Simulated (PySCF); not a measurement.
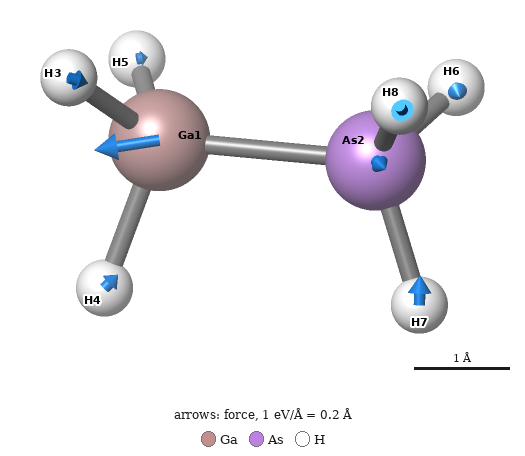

Starting geometry of GaAsH₆ with the computed forces as blue arrows. A ball-and-stick model, seen at a tilt.

The start comes from UFF. Its atoms were then displaced at random by about 0.03 Å.

Level of theory: PBE0-D3(BJ)/def2-SVP geometry optimisation, gas phase in PySCF 2.14.0, density-fitted response routines. 

Question: What follows when this structure is relaxed?

Answer: It isn't relaxed: the largest force vector, on Ga1, is 3.49 eV/Å. The final displacements follow the starting forces only in part (cosine between the two patterns 0.80). After 6 geometry steps the energy has fallen by 0.973 eV. Ga1 moves most after the best rigid fit: 0.39 Å. By element the largest moves are Ga 0.39 Å, H 0.23 Å, As 0.09 Å. Near-neighbour distances that change, for instance: Ga1–As2 2.367 → 2.661 Å, Ga1–H3 1.679 → 1.577 Å, Ga1–H4 1.675 → 1.577 Å, As2–H7 1.592 → 1.512 Å. Bond angles that change, for instance: As2–Ga1–H5 114.1° → 96.2°, As2–Ga1–H3 113.1° → 96.3°, H6–As2–H8 110.7° → 96.9°. The run took 22 s on 1 thread of Arm Neoverse V1, on a shared host.
